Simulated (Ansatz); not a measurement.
```
Si Ge
1.0
     3.87312    0.00000    0.00000
    -1.93656    3.35422    0.00000
     0.00000    0.00000    9.48482
Si Ge
5 1
Direct
  0.00000 0.00000 0.99675
  0.66667 0.33333 0.66653
  0.33333 0.66667 0.33668
  0.66667 0.33333 0.91530
  0.33333 0.66667 0.58463
  0.00000 0.00000 0.25011
```

Space group P3m1; started from the ordered alloy on diamond lattice prototype, which need not be the ambient phase.

Method: DFT, PBE, plane waves, PAW (Ansatz).

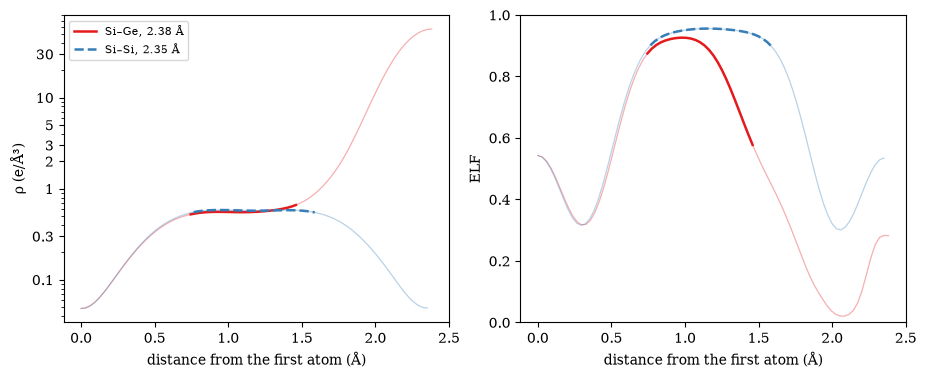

Si$_{5}$Ge. Valence electron density and electron localisation function along straight lines between neighbouring atoms. Thin, pale parts lie inside the atomic spheres.

The density is the valence pseudo-density of a PAW calculation; it isn't the true density close to the nuclei.

Question: Compare the contacts.

Answer: Si–Ge (2.38 Å): the density is about 0.56 e/Å³ at the midpoint; the ELF peaks at about 0.95 between the atoms; a shared electron pair.
Si–Si (2.35 Å): ρ at the midpoint is about 0.57 e/Å³; the ELF peaks at about 0.95 between the atoms, as expected for a shared electron pair.
